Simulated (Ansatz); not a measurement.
BClH$_{2}$···H$_{2}$S

The calculation's input:

```
crystal:
  periodic: [false, false, false]
  atoms:
    - { symbol: B, position_ang: [0.0, 0.0, 0.0] }
    - { symbol: H, position_ang: [0.0, 0.0, 1.54] }
    - { symbol: Cl, position_ang: [1.6108, 0.0, -0.93] }
    - { symbol: H, position_ang: [-1.0305, 0.0, -0.595] }
    - { symbol: S, position_ang: [0.4671, 2.0251, 0.6906] }
    - { symbol: H, position_ang: [1.5159, 1.9729, 1.6165] }
    - { symbol: H, position_ang: [0.1967, 0.8527, 1.6662] }
basis:
  gaussian: { orbitals: def2-SVP }
hamiltonian:
  xc: pbe0
  dispersion: d4
relax:
  f_tol: 0.15
  max_steps: 25
  restrain:
    - { distance: [0, 4], at: 3.09, k: 30.0 }
    - { distance: [6, 1], at: 1.86, k: 30.0 }
    - { distance: [0, 1], at: 1.19, k: 30.0 }
    - { distance: [6, 4], at: 1.4, k: 30.0 }
output:
  orbitals: {}
```

Command:

```sh
ansatz run input.yaml --threads 1 --pin off --max-ram 2048MiB --backend cpu --events-out ev --progress --plain --runs-dir out
```

The fields are those of the run's last geometry, not of the input's.

Not at a stationary point (largest force 0.8 eV/Å).

Level of theory: RKS PBE0-D4/def2-SVP in Ansatz 0.2.0.

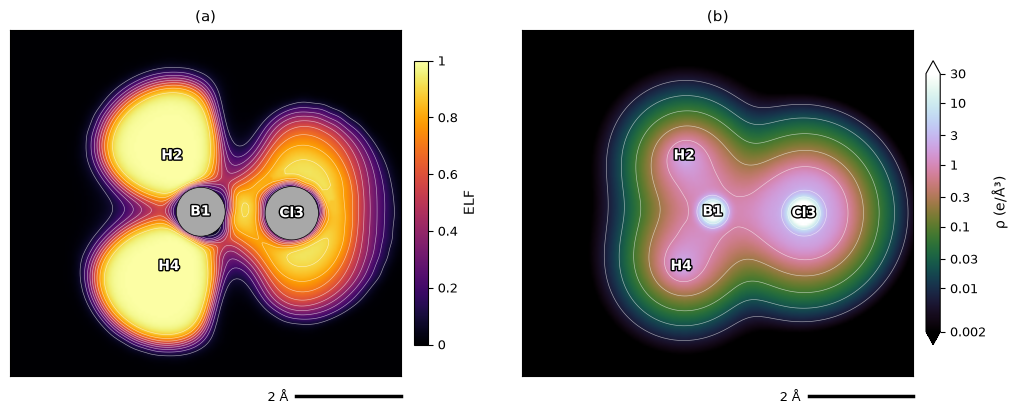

Figure 1. (a) ELF; (b) total electron density on the plane of atoms H2, B1 and H4. Grey discs cover the atomic cores in the ELF map.

**What do the fields say about this system?**

- The plane passes through B, H and Cl nuclei.
- B–Cl (1.74 Å): ρ at the midpoint is about 1.4 e/Å³; the ELF peaks at about 0.90 between the atoms; a shared but strongly polarised pair.
- B–H (1.20 Å): the density is about 1.2 e/Å³ at the midpoint; the ELF climbs to about 1 towards the hydrogen, as it does in any bond to H: an ordinary covalent bond to hydrogen.
- The ELF also peaks beside Cl3, away from the bonds: lone-pair regions.

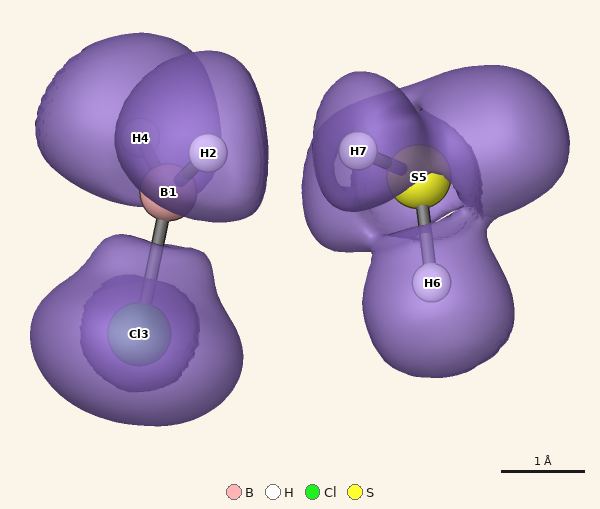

Figure 2. Isosurface of the ELF at 0.75 (purple), seen across its widest extent. Only the valence region is drawn (cores and ρ < 0.01 e/Å³ removed).

**Identify the bonds, lone pairs and shells in this picture.**

The ELF exceeds this value in two regions around hydrogen nuclei, one region on Cl in which the atom's valence shell and bonds are merged and one joined region spread over several atoms (H, S), in which their bonds and any lone pairs are merged. Along the contacts the grid gives the following. B1···H7 (2.40 Å): the ELF dips to about 0.10 between them.

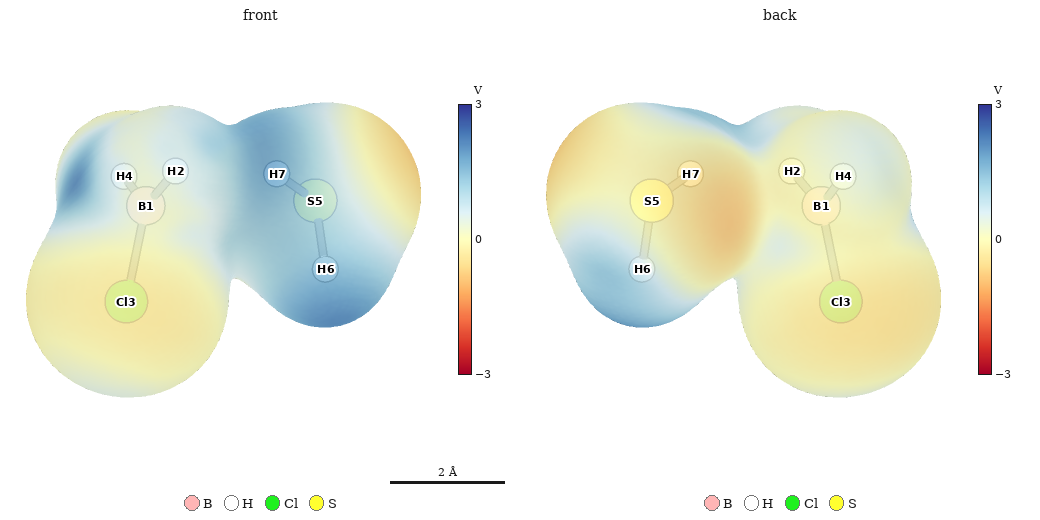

Figure 3. The molecular electrostatic potential painted on the density surface at 0.004 e/bohr³, seen from the front and from behind; red is negative and blue positive.

**Which sites attract a positive test charge, and which a negative one?**

A positive charge is drawn to the negative regions and a negative charge to the positive ones. The most negative region (about −0.8 V) lies over S5, the most positive (about +2.1 V) over B1 and H6. Cl3 shows a σ-hole: about +0.4 V at the tip opposite its bond, against about −0.2 V on its flanks.

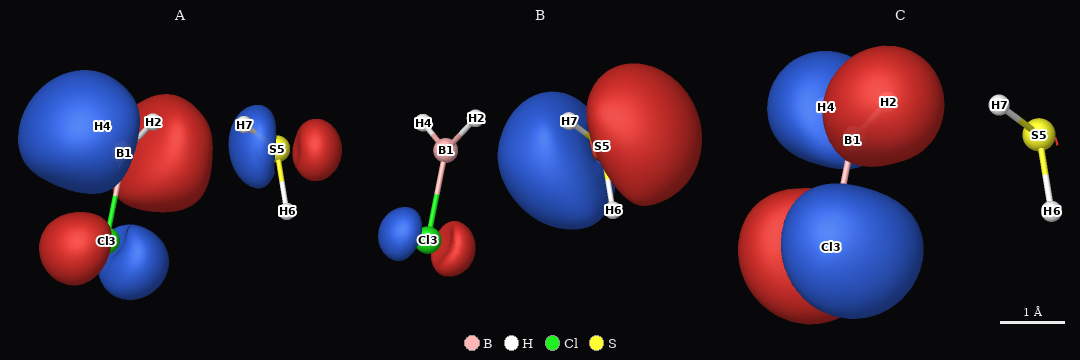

Figure 4. Three frontier orbitals at ±0.1 Å⁻³ᐟ² (blue and red are the two phases), in no order.

**Which picture is the HOMO−1, the HOMO and the LUMO?**

C is the HOMO−1 (−8.43 eV). Its weight (Hirshfeld) is mainly on Cl3 (about 60 %), B1 (about 15 %), H4 (about 10 %) and H2 (about 10 %). B is the HOMO (−7.68 eV). Its weight (Hirshfeld) is mainly on S5 (about 85 %); largely a lone pair of S5. A is the LUMO (−1.34 eV). It lies mainly on B1 (about 60 %), Cl3 (about 20 %), S5 (about 10 %), H4 (about 5 %) and H2 (about 5 %).

**What is the HOMO–LUMO gap?**

6.34 eV between the orbital energies.
